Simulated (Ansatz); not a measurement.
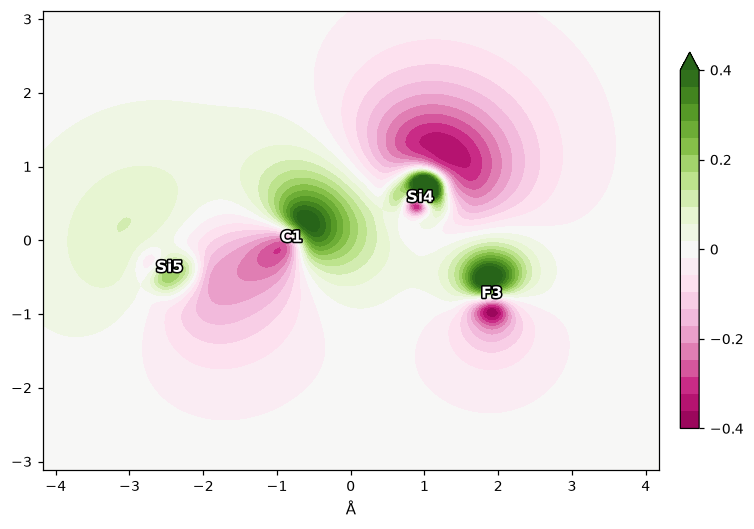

CF$_{2}$Si$_{2}$ (SMILES F[Si](F)=C=[Si]) (triplet). The HOMO (α) on the plane of atoms C1, Si4 and F3 (values in Å⁻³ᐟ²; the overall sign is arbitrary).

Geometry: PBE0-D3(BJ)/def2-SVP.

The calculation used isolated molecule in a Gaussian basis; Kohn-Sham density functional theory, functional PBE0 (Ansatz).

The calculation's input:

```
crystal:
  periodic: [false, false, false]
  atoms:
    - {symbol: C, position_ang: [-1.555343, -1.263453, 0.084504]}
    - {symbol: F, position_ang: [-2.670802, 0.362349, -1.927859]}
    - {symbol: F, position_ang: [-1.935228, -2.051446, -2.593538]}
    - {symbol: Si, position_ang: [-2.608377, -1.172941, -1.407338]}
    - {symbol: Si, position_ang: [-0.726131, -1.422126, 1.574311]}
basis:
  gaussian: {orbitals: def2-TZVPD}
output: {forces: true, orbitals: {seedname: orbitals}}
magnetization: {spin_polarized: true, initial_magnetization: 2}
hamiltonian: {xc: pbe0}
```

Command:

```sh
ansatz run input.yaml --threads 1 --pin off --max-ram 2610MiB --events-out events.jsonl --progress --plain --runs-dir runs
```

Question: What is the character of this orbital?

Answer: Its weight (Hirshfeld) is mainly on Si4 (about 55 %), Si5 (about 15 %) and C1 (about 15 %). Its energy is −6.47 eV.
